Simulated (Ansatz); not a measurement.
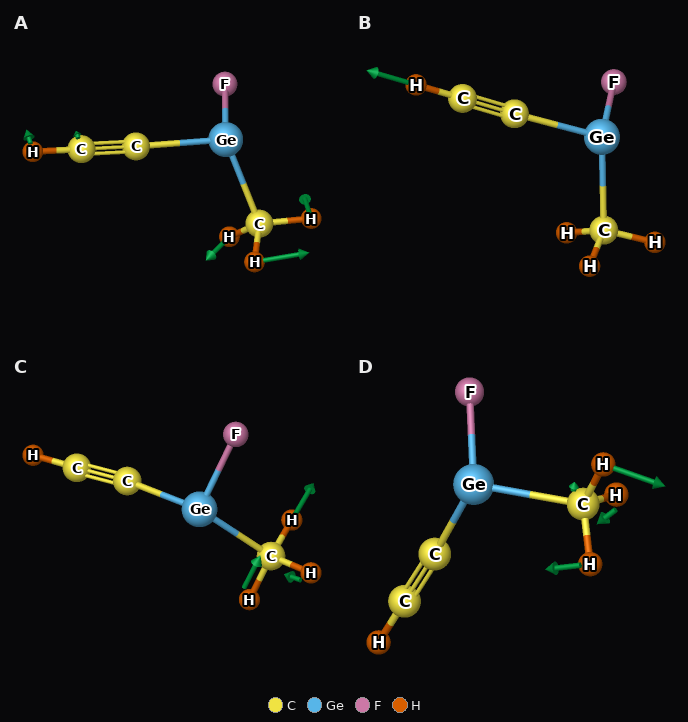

4 normal modes of one molecule or complex, as arrows. State: neutral, doublet. Harmonic vibrations computed with UKS PBE0-D4/def2-TZVP (Ansatz 0.2.0) at a stationary point of the same level.

Match the panels to the wavenumbers 101 cm⁻¹, 807 cm⁻¹, 3163 cm⁻¹, 3462 cm⁻¹.

Answer. A: 101 cm⁻¹
B: 3462 cm⁻¹, C–H stretching
C: 3163 cm⁻¹, out-of-phase stretching of 3 C–H bonds
D: 807 cm⁻¹, Ge–C–H bending
